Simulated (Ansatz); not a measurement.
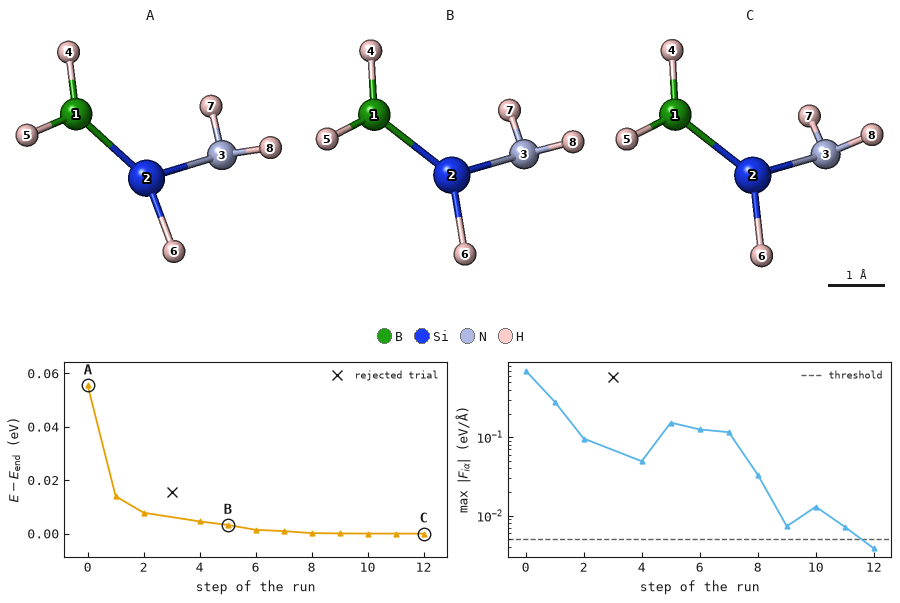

Frames of a relaxation of BSiNH5 (charge −1), marked on the history of the run. A ball-and-stick model, seen at a tilt.

The calculation used RKS PBE0-D4/def2-TZVPD (Ansatz 0.2.0). (force threshold 0.005 eV/Å; at most 200 steps)

Describe the path.

Answer. H7 moves most after the best rigid fit: 0.24 Å. By element the largest moves are H 0.24 Å, Si 0.16 Å, N 0.09 Å, B 0.02 Å. Near-neighbour distances that change, for instance: B1–Si2 1.831 → 1.852 Å, Si2–N3 1.809 → 1.792 Å, Si2–H6 1.490 → 1.502 Å, N3–H8 1.017 → 1.012 Å. Bond angles that change, for instance: N3–Si2–H6 98.4° → 105.6°, B1–Si2–H6 133.7° → 126.7°, H4–B1–H5 114.9° → 118.8°. The energy falls by 0.056 eV in 11 accepted moves (12 points after the start). Largest force component: 0.7 eV/Å at the start, 0.0038 eV/Å at the end. The line search rejected the trial step at point 3 of the run. The run took 40 s on 2 threads of Arm Neoverse V1 (shared host). From step 0 to 5: H6 moves most (0.17 Å), energy −0.052 eV. From step 5 to 12: H8 moves most (0.13 Å), energy −0.003 eV.

```
step  E − E(0), eV  largest force component, eV/Å      note
   0        0.0000                         0.7027          
   1       -0.0415                         0.2822          
   2       -0.0477                         0.0961          
   3       -0.0398                         0.5771  rejected
   4       -0.0509                         0.0494          
   5       -0.0522                         0.1534          
   6       -0.0541                         0.1255          
   7       -0.0546                         0.1158          
   8       -0.0553                         0.0333          
   9       -0.0554                         0.0074          
  10       -0.0555                         0.0131          
  11       -0.0555                         0.0072          
  12       -0.0555                         0.0038
```
